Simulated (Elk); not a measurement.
# Cobalt: which magnetic order is lowest, part 2 of 3

Aim: find out whether Cobalt carries moments, and which collinear order costs least.

Elk 11.2.3 (patched build); PBE; all-electron APW+lo, Dirac cores, scalar-relativistic bands.

So far, largest spin moment in the muffin-tin sphere (μB): step 2 (start 1: ferro ++) 1.72.

**3. Start 2: antiferro +-**

Reversing part of the moments tests the sign of the couplings between them.

elk.in reads:

```
tasks
  0

xctype
  20

reducebf
  0.5

epsengy
  1e-05

maxscl
  100

rgkmax
  7.0

nempty
  12

swidth
  0.003

lmaxi
  3

spinpol
  .true.

sppath
  './'

avec
  4.73829928489 0.00000000000 0.00000000000
  -2.36914964244 4.10348755135 0.00000000000
  0.00000000000 0.00000000000 7.69099635461

atoms
  1
  'Co.in'
  2
  0.3333333333 0.6666666667 0.2500000000   0.000000 0.000000 -0.060000
  0.6666666667 0.3333333333 0.7500000000   0.000000 0.000000 0.060000

ngridk
  12 12 6
```

On the command line:

```
OMP_NUM_THREADS=2 elk
```

Numbers of over 12 decimals in the logs are rounded to 6 here.

Log:

```text
Warning(gndstate): core states of species 1 leak from the muffin-tin :   0.6676827921E-03

--- INFO.OUT ---
┌─────────────────────────┐
│ Elk code version 11.2.3 │
└─────────────────────────┘

All units are atomic (Hartree, Bohr, etc.)

┌─────────────────────────────────────────────────┐
│ Ground-state run starting from atomic densities │
└─────────────────────────────────────────────────┘

Lattice vectors :
   4.738299285       0.000000000       0.000000000
  -2.369149642       4.103487551       0.000000000
   0.000000000       0.000000000       7.690996355

Species : 1 (Co)
 parameters loaded from : Co.in
 name : cobalt
 nuclear charge    :   -27.00000000
 electronic charge :    27.00000000
 atomic mass :    107428.6517
 muffin-tin radius :    2.334644196
 number of radial points in muffin-tin :    993
 inner part over the whole radius :   0.9921812145E-02
 number on inner part of muffin-tin    :    700
 approximate nuclear radius :   0.7243775530E-04
 number of mesh points to nuclear radius :    334
 atomic positions (lattice), magnetic fields (Cartesian) :
  1 :   0.33333333  0.16666667  0.25000000    0.00000000  0.00000000 -0.06000000
  2 :  -0.33333333 -0.16666667 -0.25000000    0.00000000  0.00000000  0.06000000

Total number of atoms per unit cell :    2
Total muffin-tin volume :    106.6057705
 ratio of muffin-tin to unit cell volume :   0.7128899609

Spin treatment :
 spin-polarised
 global magnetic field (Cartesian) :    0.000000000       0.000000000       0.000000000
 collinear magnetisation in z-direction

Number of Bravais lattice symmetries :   24
Number of crystal symmetries         :   24
Crystal has inversion symmetry
Real symmetric eigensolver will be used

k-point grid :     12    12     6
k-point offset :    0.000000000       0.000000000       0.000000000
k-point set is reduced with full crystal symmetry group
Total number of k-points :       76

Muffin-tin radius times maximum |G+k| :    7.000000000
 using average radius
Maximum |G+k| for APW functions       :    2.998315551
Maximum (1/2)|G+k|²                   :    4.494948072
Maximum |G| for potential and density :    12.00000000
Constant for pseudocharge density :    7
 order of it for each species :   14
 order of it for pair densities of each species (exact exchange by exxq0 0: 14) :   10
Radial integration step length :    1

G-vector grid sizes :     20    20    30
Number of G-vectors :     4331

Maximum angular momentum used for
 APW functions            :    8
 outer part of muffin-tin :    6
 inner part of muffin-tin :    3

Number of empty states         :     24
Total number of valence states :     80
Total number of core states    :     24

Third-order local-orbitals added for an l without core states : T
Total number of local-orbitals :     44

Exchange-correlation functional :     20     0     0
 Perdew-Burke-Ernzerhof, Phys. Rev. Lett. 77, 3865 (1996)
 gradient requirement :    1
 generalised gradient approximation (GGA)

Smearing type :    3
 Fermi-Dirac
Smearing width :   0.3000000000E-02
Effective electronic temperature (K) :    947.3250744

Mixing type :    3
 Broyden mixing, J. Phys. A: Math. Gen. 17, L317 (1984)

Kohn-Sham potential initialised from atomic data

┌──────────────────────────────┐
│ Self-consistent loop started │
└──────────────────────────────┘

┌─────────────────┐
│ Loop number : 1 │
└─────────────────┘

Energies :
 Fermi                       :     0.216379
 sum of occupied eigenvalues :     -1612.3808826050
 electron kinetic            :      2824.8671701329
 core electron kinetic       :      2558.1834095332
 Coulomb                     :     -5492.8941089131
 Coulomb potential           :     -4282.2170076904
 nuclear-nuclear             :     -499.77031406297
 electron-nuclear            :     -5724.5355837780
 Hartree                     :      731.41178892781
 Madelung                    :     -3351.7856050679
 xc potential                :     -154.81491727535
 xc effective B-field        :    -0.154703
 external B-field            :      0.000000
 exchange                    :     -116.55986964925
 correlation                 :     -2.549787
 electron entropic           :    -0.25328377841933E-02
 total energy                :     -2787.1391282963
 (external B-field energy excluded from total)

Density of states at Fermi energy :    82.10169685
 (states/Hartree/unit cell)

Estimated indirect band gap :   0.1303056507E-02
 from k-point 68 to k-point 63
Estimated direct band gap   :   0.8205649249E-02
 at k-point 18

Charges :
 core                        :    24.00000000
 valence                     :    30.00000000
 interstitial                :    1.809073710
 muffin-tins (core leakage)
  species : 1 (Co)
   atom 1                    :    26.09546314     (  0.6902775035E-03)
   atom 2                    :    26.09546314     (  0.6902775035E-03)
 total in muffin-tins        :    52.19092629
 total calculated charge     :    53.99708390
 total charge                :    54.00000000
 error                       :   0.2916100696E-02

Moments :
 interstitial                :  -0.1404409516E-11
 muffin-tins
  species : 1 (Co)
   atom 1                    :    1.915585165
   atom 2                    :   -1.915585165
 total in muffin-tins        :    0.000000000
 total moment                :  -0.1404409516E-11

[... earlier loops left out ...]

┌──────────────────┐
│ Loop number : 20 │
└──────────────────┘

Energies :
 Fermi                       :     0.301885
 sum of occupied eigenvalues :     -1607.1426524784
 electron kinetic            :      2828.0782881648
 core electron kinetic       :      2558.2828418421
 Coulomb                     :     -5495.6540891059
 Coulomb potential           :     -4280.2349625681
 nuclear-nuclear             :     -499.77031406297
 electron-nuclear            :     -5732.1441464710
 Hartree                     :      736.26037142807
 Madelung                    :     -3355.5366078218
 xc potential                :     -154.94385298458
 xc effective B-field        :    -0.42122553019521E-01
 external B-field            :      0.000000
 exchange                    :     -116.79723638098
 correlation                 :     -2.553964
 electron entropic           :    -0.41646537133677E-02
 total energy                :     -2786.9311660673
 (external B-field energy excluded from total)

Density of states at Fermi energy :    140.2209902
 (states/Hartree/unit cell)

Estimated indirect band gap :   0.1797903066E-03
 from k-point 66 to k-point 61
Estimated direct band gap   :   0.4635650794E-03
 at k-point 66

Charges :
 core                        :    24.00000000
 valence                     :    30.00000000
 interstitial                :    1.688617783
 muffin-tins (core leakage)
  species : 1 (Co)
   atom 1                    :    26.15569111     (  0.6676827921E-03)
   atom 2                    :    26.15569111     (  0.6676827921E-03)
 total in muffin-tins        :    52.31138222
 total calculated charge     :    53.99707418
 total charge                :    54.00000000
 error                       :   0.2925816721E-02

Moments :
 interstitial                :  -0.4388394609E-12
 muffin-tins
  species : 1 (Co)
   atom 1                    :    1.007430711
   atom 2                    :   -1.007430711
 total in muffin-tins        :    0.000000000
 total moment                :  -0.4388394609E-12

┌──────────────────────────────┐
│ Self-consistent loop stopped │
└──────────────────────────────┘

Warning : core states of species 1 leak from the muffin-tin :   0.6676827921E-03

Wrote STATE.OUT
```

Elapsed: 2.3 min, on 2 threads of Arm Neoverse V2, shared host; peak memory 0.16 GiB; 4.5 min of CPU time.

Spin moment in the muffin-tin sphere by atom:

| atom | spin moment in the muffin-tin sphere (μB) |
| --- | --- |
| Co1 | 1.01 |
| Co2 | -1.01 |

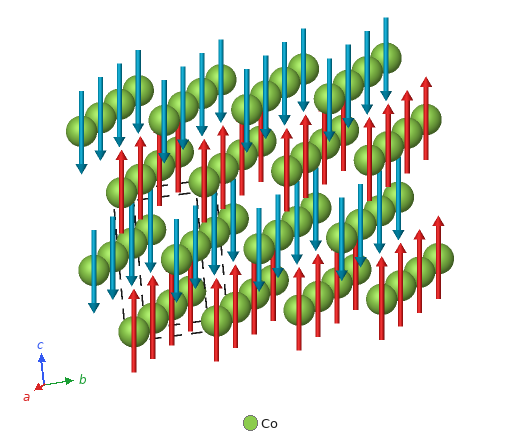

Spin moment in the muffin-tin sphere as arrows, the longest 1.01 μB. Up and down stand for the sign. Arrows give size and sign along the axis of quantisation, drawn up and down the page. The two directions have two colours. 4×4×2 cells are drawn.

Numbers from this step:

```
density of states at the Fermi level : 5.153 states/eV/cell
moment between the spheres           : 0 μB
magnetization                        : 0 μB
final state                          : antiferromagnetic
```

It lies 217 meV a seeded atom over the first start, and its largest moment is 1.01 μB against 1.72 μB.

**4. Order 3, typed as antiferro q=(0,1/2,0) +-+-**

Another pattern of signs weighs the neighbour shells otherwise.

The cell is doubled to 4 atoms to hold this order. Its mesh is chosen so that both cells sample the same points.

elk.in reads:

```
tasks
  0

xctype
  20

reducebf
  0.5

epsengy
  1e-05

maxscl
  100

rgkmax
  7.0

nempty
  12

swidth
  0.003

lmaxi
  3

spinpol
  .true.

sppath
  './'

avec
  4.73829928489 0.00000000000 0.00000000000
  -4.73829928489 8.20697510271 0.00000000000
  0.00000000000 0.00000000000 7.69099635461

atoms
  1
  'Co.in'
  4
  0.3333333333 0.3333333334 0.2500000000   0.000000 0.000000 -0.060000
  0.3333333333 0.8333333333 0.2500000000   0.000000 0.000000 0.060000
  0.6666666667 0.1666666666 0.7500000000   0.000000 0.000000 -0.060000
  0.6666666667 0.6666666666 0.7500000000   0.000000 0.000000 0.060000

ngridk
  12 6 6
```

On the command line:

```
OMP_NUM_THREADS=2 elk
```

Log:

```text
┌─────────────────────────┐
│ Elk code version 11.2.3 │
└─────────────────────────┘

All units are atomic (Hartree, Bohr, etc.)

┌─────────────────────────────────────────────────┐
│ Ground-state run starting from atomic densities │
└─────────────────────────────────────────────────┘

Lattice vectors :
   4.738299285       0.000000000       0.000000000
  -4.738299285       8.206975103       0.000000000
   0.000000000       0.000000000       7.690996355

Species : 1 (Co)
 muffin-tin radius :    2.334644196
[...]
Exchange-correlation functional :     20     0     0
 Perdew-Burke-Ernzerhof, Phys. Rev. Lett. 77, 3865 (1996)
 gradient requirement :    1
 generalised gradient approximation (GGA)

Smearing type :    3
 Fermi-Dirac
Smearing width :   0.3000000000E-02
Effective electronic temperature (K) :    947.3250744

Mixing type :    3
 Broyden mixing, J. Phys. A: Math. Gen. 17, L317 (1984)

Kohn-Sham potential initialised from atomic data

┌──────────────────────────────┐
│ Self-consistent loop started │
└──────────────────────────────┘

[... earlier loops left out ...]

┌──────────────────┐
│ Loop number : 14 │
└──────────────────┘

[key lines of the parts left out:]
total energy                :     -5573.8653124543
```

The job ended after 10 min (2 threads; peak memory 0.27 GiB).

The run was cut off at its time limit.

It was cut off while still iterating. More time helps where the residual falls; where it has stalled, the mixing must change.

After 13 loops the RMS change of the potential stands at 3e-05 Ha, still falling.

**5. Order 4, typed as antiferro q=(0,0,1/2) +-+-**

Another pattern of signs weighs the neighbour shells otherwise.

This order needs a doubled cell of 4 atoms. Its mesh is chosen so that both cells sample the same points.

elk.in reads:

```
tasks
  0

xctype
  20

reducebf
  0.5

epsengy
  1e-05

maxscl
  100

rgkmax
  7.0

nempty
  12

swidth
  0.003

lmaxi
  3

spinpol
  .true.

sppath
  './'

avec
  4.73829928489 0.00000000000 0.00000000000
  -2.36914964244 4.10348755135 0.00000000000
  0.00000000000 0.00000000000 15.38199270923

atoms
  1
  'Co.in'
  4
  0.3333333333 0.6666666667 0.1250000000   0.000000 0.000000 -0.060000
  0.3333333333 0.6666666667 0.6250000000   0.000000 0.000000 0.060000
  0.6666666667 0.3333333333 0.3750000000   0.000000 0.000000 -0.060000
  0.6666666667 0.3333333333 0.8750000000   0.000000 0.000000 0.060000

ngridk
  12 12 3
```

On the command line:

```
OMP_NUM_THREADS=2 elk
```

Log:

```text
Warning(gndstate): core states of species 1 leak from the muffin-tin :   0.6688215151E-03

--- INFO.OUT ---
┌─────────────────────────┐
│ Elk code version 11.2.3 │
└─────────────────────────┘

All units are atomic (Hartree, Bohr, etc.)

┌─────────────────────────────────────────────────┐
│ Ground-state run starting from atomic densities │
└─────────────────────────────────────────────────┘

Lattice vectors :
   4.738299285       0.000000000       0.000000000
  -2.369149642       4.103487551       0.000000000
[...]
error                       :   0.5532096273E-02

Moments :
 interstitial                :  -0.9027199549E-17
 muffin-tins
  species : 1 (Co)
   atom 1                    :    1.511126723
   atom 2                    :   -1.511126723
   atom 3                    :    1.511126723
   atom 4                    :   -1.511126723
 total in muffin-tins        :    0.000000000
 total moment                :  -0.9027199549E-17

┌──────────────────────────────┐
│ Self-consistent loop stopped │
└──────────────────────────────┘

Warning : core states of species 1 leak from the muffin-tin :   0.6688215151E-03

Wrote STATE.OUT

[key lines of the parts left out:]
total energy                :     -5573.8768654686
```

Elapsed: 7.5 min, on 2 threads; peak memory 0.31 GiB.

This step gave:

```yaml
density_of_states_at_the_fermi_level: 4.784 states/eV/cell
moment_between_the_spheres: 0 μB
magnetization: 0 μB
final_state: antiferromagnetic
largest_moment: 1.511 μB
```

It lies 118 meV a seeded atom over the first start, and its largest moment is 1.51 μB against 1.72 μB.

**6. Start 5: no spin polarisation**

A run without seeds gives the energy of the state without moments.

elk.in reads:

```
tasks
  0

xctype
  20

epsengy
  1e-05

maxscl
  100

rgkmax
  7.0

nempty
  12

swidth
  0.003

lmaxi
  3

sppath
  './'

avec
  4.73829928489 0.00000000000 0.00000000000
  -2.36914964244 4.10348755135 0.00000000000
  0.00000000000 0.00000000000 7.69099635461

atoms
  1
  'Co.in'
  2
  0.3333333333 0.6666666667 0.2500000000   0.000000 0.000000 0.000000
  0.6666666667 0.3333333333 0.7500000000   0.000000 0.000000 0.000000

ngridk
  12 12 6
```

On the command line:

```
OMP_NUM_THREADS=2 elk
```

Log:

```text
Warning(gndstate): core states of species 1 leak from the muffin-tin :   0.6667563392E-03

--- INFO.OUT ---
┌─────────────────────────┐
│ Elk code version 11.2.3 │
└─────────────────────────┘

All units are atomic (Hartree, Bohr, etc.)

┌─────────────────────────────────────────────────┐
│ Ground-state run starting from atomic densities │
└─────────────────────────────────────────────────┘

Lattice vectors :
   4.738299285       0.000000000       0.000000000
  -2.369149642       4.103487551       0.000000000
[...]
interstitial                :    1.683808252
 muffin-tins (core leakage)
  species : 1 (Co)
   atom 1                    :    26.15809587     (  0.6667563392E-03)
   atom 2                    :    26.15809587     (  0.6667563392E-03)
 total in muffin-tins        :    52.31619175
 total calculated charge     :    53.99703357
 total charge                :    54.00000000
 error                       :   0.2966426189E-02

┌──────────────────────────────┐
│ Self-consistent loop stopped │
└──────────────────────────────┘

Warning : core states of species 1 leak from the muffin-tin :   0.6667563392E-03

Wrote STATE.OUT

[key lines of the parts left out:]
total energy                :     -2786.9304056970
```

Run time: 14 s. Hardware: 2 threads; peak memory 0.06 GiB; 28 s of CPU time.

Numbers from this step:

```yaml
density_of_states_at_the_fermi_level: 6.087 states/eV/cell
final_state: non-magnetic (no spin polarisation)
```

It lies 227 meV a seeded atom over the first start.

**7. A faulty input**

An input with a fault is tried, to see how the program answers.

elk.in reads:

```
tasks
  0

xctype
  20

reducebf
  0.5

epsengy
  1e-05

maxscl
  50

rgkmax
  high

nempty
  12

swidth
  0.003

lmaxi
  3

spinpol
  .true.

sppath
  './'

avec
  4.73829928489 0.00000000000 0.00000000000
  -2.36914964244 4.10348755135 0.00000000000
  0.00000000000 0.00000000000 7.69099635461

atoms
  1
  'Co.in'
  2
  0.3333333333 0.6666666667 0.2500000000   0.000000 0.000000 -0.060000
  0.6666666667 0.3333333333 0.7500000000   0.000000 0.000000 -0.060000

ngridk
  12 12 6
```

On the command line:

```
OMP_NUM_THREADS=2 elk
```

Log:

```text
┌─────────────────────────────────┐
│ Elk code version 11.2.3 started │
└─────────────────────────────────┘

Error(readinput): error reading from elk.in
Problem occurred in 'rgkmax' block
Check input convention in manual
```

It took 0.01 s on 2 threads; peak memory 0.05 GiB; 0.01 s of CPU time.

The input was rejected at the start.

The program's message: “Error(readinput): error reading from elk.in”

The fault put into the input: a word for a number.

The value must be typed in digits.

**8. The states side by side**

These are free energies at a smearing of 0.0816 eV, so its entropy term is in the differences. They are divided by the number of seeded atoms, so that cells of unlike size compare. Wavevectors q in the names are fractions of the reciprocal vectors of the first run's cell.

Orders:

| start | final state | typed order kept | energy over the lowest (meV a seeded atom) | largest sphere moment (μB) | net moment (μB a primitive cell) | DOS at the Fermi level (states/eV a primitive cell) | mesh matched | CPU time (s) |
| --- | --- | --- | --- | --- | --- | --- | --- | --- |
| ferro ++ | ferromagnetic | yes | 0 | 1.717 | 3.334 | 1.97 | yes | 233.6 |
| antiferro +- | antiferromagnetic | yes | 216.6 | 1.007 | 0 | 5.153 | yes | 272.3 |
| antiferro q=(0,0,1/2) +-+- | antiferromagnetic | yes | 117.7 | 1.511 | 0 | 2.392 | yes | 891.1 |
| no spin polarisation | non-magnetic | - | 227 | 0 | 0 | 6.087 | yes | 27.82 |

(Continued in part 3 of 3.)

[Logs and program files are shortened in this print: banners, set-up blocks, solver, clock and traceback lines can be left out without a mark of their own.]

[Logs are printed without paths, hosts, clocks, repeated set-up lines and the standing remarks that a program may print on its own settings, such as how far it seeks lower states.]

[Hosts, paths, dates, database ids (printed as entryN), source tags and the programs' standing remarks are cut or masked in the printed files.]

[Where a cell is said to come from a database of computed structures, the database is the Materials Project.]
